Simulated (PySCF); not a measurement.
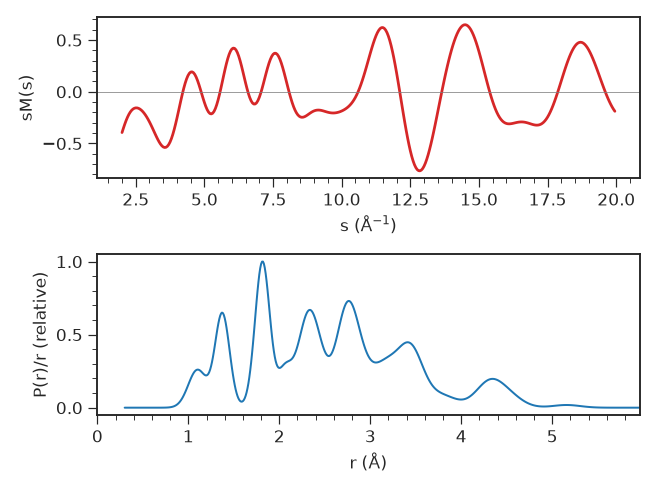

Simulated gas electron diffraction: reduced molecular intensity sM(s) from the Debye equation in the first Born approximation (top) and the radial distribution curve (bottom) of C3H9BF3P. Each pair of atoms contributes with weight ZᵢZⱼ/r; damping constant 0.002 Å²; vibrational amplitudes assumed, not computed: 0.05 Å for bonds, 0.078 Å for bonds to H, 0.06 + 0.015 r up to 0.15 Å for other pairs. The geometry is the end point of an optimisation (PySCF, PBE0-D3(BJ)/def2-SVP geometry optimisation, gas phase); it may be a saddle point or a higher isomer. SMILES: C[P+](C)(C)[B-](F)(F)F.

> Assign the first 7 clear peaks of the radial distribution curve (– bonded, ··· not bonded).

Peak 1, 1.10 Å: C–H 1.10 Å (×9)
Peak 2, 1.37 Å: F–B 1.37 Å (×3)
Peak 3, 1.82 Å: P–C 1.82 Å (×3)
Peak 4, 2.34 Å: F···F 2.30 Å (×3), P···H 2.40–2.45 Å (×9), not resolved; in its flanks P–B 2.06 Å
Peak 5, 2.76 Å: P···F 2.73–2.76 Å (×3), C···C 2.91 Å (×3), not resolved
Peak 6, 3.41 Å: F···H 3.16–3.67 Å (×5), C···B 3.20–3.24 Å (×3), F···C 3.38–3.52 Å (×6), not resolved; in its flanks F···H 3.11–3.82 Å, C···H 3.11–3.87 Å
Peak 7, 4.34 Å: F···C 4.31–4.32 Å (×3), F···H 4.39–4.58 Å (×12), not resolved
